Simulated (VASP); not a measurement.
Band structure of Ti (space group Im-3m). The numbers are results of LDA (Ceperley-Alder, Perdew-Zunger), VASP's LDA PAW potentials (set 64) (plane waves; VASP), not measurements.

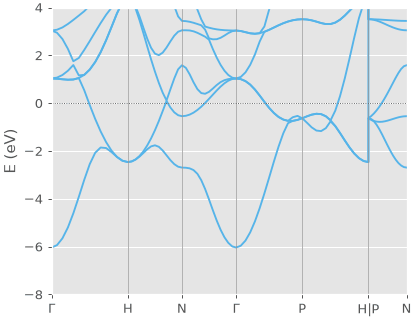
Figure. Bands along high-symmetry lines, zero at the valence-band maximum or, without a gap, the Fermi level

Task: Read the plot: is there a gap, and where are the band edges?

Result: It has no gap at this level: it comes out as a metal or semimetal. (Edges off the drawn lines would not show.)

The structure comes from a computed database's Ti entry (Im-3m); how it stands against other phases isn't given here. It was relaxed first, which changed the volume by -9 %.
